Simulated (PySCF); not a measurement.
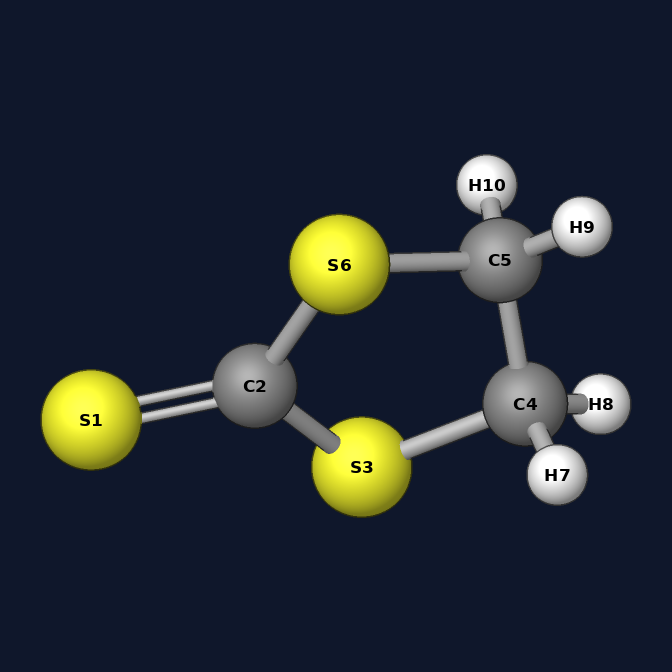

The questions are on isotropic NMR shieldings of the C atoms. The geometry was computed by an optimisation with GFN2-xTB. No frequency run is at hand to confirm it as a minimum. Method: GIAO PBE0/pcSseg-1 NMR shielding, non-relativistic, gas phase (PySCF 2.14.0).

List the isotropic NMR shieldings of the C atoms.

```
atom  σ (ppm)
  C2    −50.4
  C4    138.4
  C5    138.4
```
